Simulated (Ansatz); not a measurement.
Band structure of Si (Fd-3m, 2 atoms in the cell).

```
Si
1.0
    0.00000     2.72566     2.72566
    2.72566     0.00000     2.72566
    2.72566     2.72566     0.00000
Si
2
Direct
  0.25000   0.25000   0.25000
  0.00000   0.00000   0.00000
```

Level of theory: PBE (plane waves, PAW; Ansatz, a quantum-chemistry and plane-wave program).

Settings: kpoints.mp_grid.grid = 8 8 8; hamiltonian.xc = pbe; hamiltonian.pseudopotentials = {kind: paw} (the program's default PAW files); scf.occupations.method = fermi_dirac; scf.occupations.width = 0.02 eV; kpoints.band_path.npoints = 8.

The starting cell comes from a database of computed structures (which also holds hypothetical and non-ambient phases and stackings), without a prior relaxation at this level. Its lattice was rescaled by a random factor within 2.5 % of one.

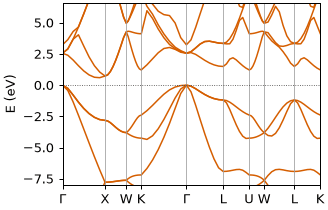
Figure. Bands along the path, energies from the top of the valence band on the path.

Task: Read off roughly the gap and where its edges lie.

Result: The gap along the path is about 0.6 eV (computed: 0.60 eV), from Γ to a point between Γ and X; the smallest direct gap on it is 2.56 eV.

Levels in eV from the top of the valence band on the path, bands 1 to 7:
| point | 1 | 2 | 3 | 4 | 5 | 6 | 7 |
|---|---|---|---|---|---|---|---|
| Γ | -11.88 | 0.00 | 0.00 | 0.00 | 2.56 | 2.56 | 2.56 |
| X | -7.78 | -7.78 | -2.82 | -2.82 | 0.73 | 0.73 | 10.01 |
| W | -7.62 | -7.62 | -3.80 | -3.80 | 4.27 | 4.27 | 4.96 |
| K | -8.20 | -7.19 | -4.25 | -2.40 | 1.22 | 4.12 | 7.41 |
| L | -9.58 | -6.92 | -1.19 | -1.19 | 1.50 | 3.34 | 3.34 |
| U | -8.20 | -7.19 | -4.25 | -2.40 | 1.22 | 4.12 | 7.41 |

Keys are those of Ansatz 0.2.
